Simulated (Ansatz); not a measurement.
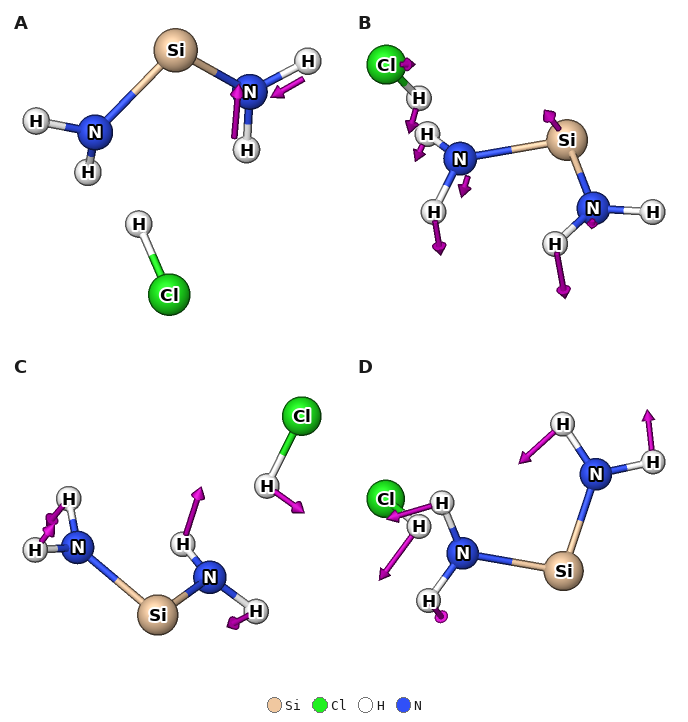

4 normal modes of one molecule or complex, as arrows. Harmonic vibrations computed with RKS PBE0-D4/def2-TZVP (Ansatz 0.2.0) at a stationary point of the same level.

> Match the panels to the wavenumbers 70 cm⁻¹, 375 cm⁻¹, 689 cm⁻¹, 3576 cm⁻¹.

A: 3576 cm⁻¹, in-phase stretching of 2 N–H bonds
B: 70 cm⁻¹
C: 375 cm⁻¹
D: 689 cm⁻¹, H–N–Si bending
